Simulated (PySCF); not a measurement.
# M06-2X/STO-6G run of AlH3S (SMILES [AlH2][SH])

What is the vertical singlet–triplet gap of AlH3S at M06-2X/STO-6G? 

The calculation is run with PySCF 2.14.0.

13 further runs of the same task are left out: 1 that didn't finish, 12 set aside as unsound or not needed.

**1. The structure to begin with**

The species is AlH3S (5 atoms), meant as a singlet with charge 0. As SMILES, `[AlH2][SH]`. The coordinates come from a PBE0-D4/def2-TZVP relaxation.

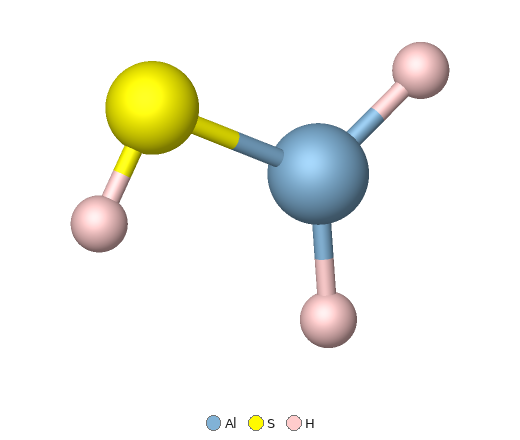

Viewed from a chosen angle; aluminium light blue, sulfur yellow, hydrogen pink.

**2. A single-point energy at M06-2X/STO-6G**

Contents of run.py:

```python
from pyscf import gto, dft

system = gto.M(
    atom='''
Al    -0.616100    -0.064200    -0.181700
S      1.129100    -0.343100     1.096600
H     -1.981700    -0.650100     0.351100
H     -0.441100     0.696000    -1.556400
H      1.959700     0.287800     0.249000
''',
    verbose=3,
    basis='sto-6g',
    max_memory=1860,
    spin=0,
    charge=0,
)

mf = dft.RKS(system)
mf.xc = 'm06-2x'
mf.grids.level = 5
mf.conv_tol = 1e-10
mf.kernel()
if not mf.converged:
    mf = mf.newton().run(mf.mo_coeff, mf.mo_occ)

energy = mf.e_tot
print('E(%s) = %.9f' % ('M06-2X', energy))
```

On the command line:

```sh
$ OMP_NUM_THREADS=1 python run.py
```

Standard output:

```text
converged SCF energy = -640.013508844747
E(M06-2X) = -640.013508845
```

It took 8.7 s on 1 thread of AMD EPYC 7R43 (Zen 3), shared host; peak memory 0.21 GiB.

**3. The triplet at the same level**

Contents of calc.py:

```python
from pyscf import gto, dft

system = gto.M(
    atom=[
    ('Al', (-0.616100, -0.064200, -0.181700)),
    ('S', (1.129100, -0.343100, 1.096600)),
    ('H', (-1.981700, -0.650100, 0.351100)),
    ('H', (-0.441100, 0.696000, -1.556400)),
    ('H', (1.959700, 0.287800, 0.249000)),
],
    basis='sto-6g',
    spin=2,
    max_memory=1860,
    verbose=3,
)

calc0 = dft.UKS(system)
calc0.xc = 'm06-2x'
calc0.conv_tol = 1e-10
calc0.grids.level = 5
calc0.kernel()
if not calc0.converged:
    calc0 = calc0.newton().run(calc0.mo_coeff, calc0.mo_occ)

etot = calc0.e_tot
print('E(%s) = %.9f' % ('M06-2X', etot))
```

On the command line:

```sh
$ OMP_NUM_THREADS=1 python calc.py
```

Standard output:

```text
WARN: HOMO 0.0938958109278835 >= LUMO -0.308638646082204

WARN: HOMO 0.109744789917357 >= LUMO -0.114686944863695

WARN: HOMO 0.0849949351486095 >= LUMO -0.0880828986106678

WARN: HOMO 0.085559876267836 >= LUMO -0.0872258690585239

WARN: HOMO 0.0846078694222365 >= LUMO -0.0877174448377119

WARN: HOMO 0.0847764889409679 >= LUMO -0.0875229829484433

WARN: HOMO 0.0847362567735782 >= LUMO -0.0875264060764568

WARN: HOMO 0.0847393689340746 >= LUMO -0.0875222591118495

WARN: HOMO 0.0847400151982904 >= LUMO -0.0875228324956171

WARN: HOMO 0.0847398799398217 >= LUMO -0.0875227950615659

WARN: HOMO 0.0847399321929728 >= LUMO -0.0875227705683377

converged SCF energy = -639.752456849344  <S^2> = 2.0107342  2S+1 = 3.0071476
E(M06-2X) = -639.752456849
```

It took 15 s on 1 thread of AMD EPYC 7R43 (Zen 3), shared host; peak memory 0.22 GiB.

**4. Results**

Level: M06-2X/STO-6G.

| quantity | value |
| --- | --- |
| singlet: total energy | -640.01351 Eh |
| singlet: dipole moment | 1.22 D |
| singlet: HOMO energy | -4.83 eV |
| singlet: LUMO energy | 5.18 eV |
| singlet: HOMO–LUMO gap | 10.01 eV |
| triplet: total energy | -639.75246 Eh |
| triplet: dipole moment | 5.73 D |
| triplet: ⟨S²⟩ | 2.011 |
| vertical energy of the triplet above the singlet | 7.104 eV |

What this shows: At this shape the triplet lies 7.10 eV (685 kJ/mol) above the singlet. In a minimal basis such a difference can be off by several eV, whatever the method. Mulliken charges (singlet) run from -0.24 on H3 to +0.71 on Al1. Mulliken charges (triplet) run from -0.28 on H3 to +0.26 on Al1; they depend strongly on the basis.
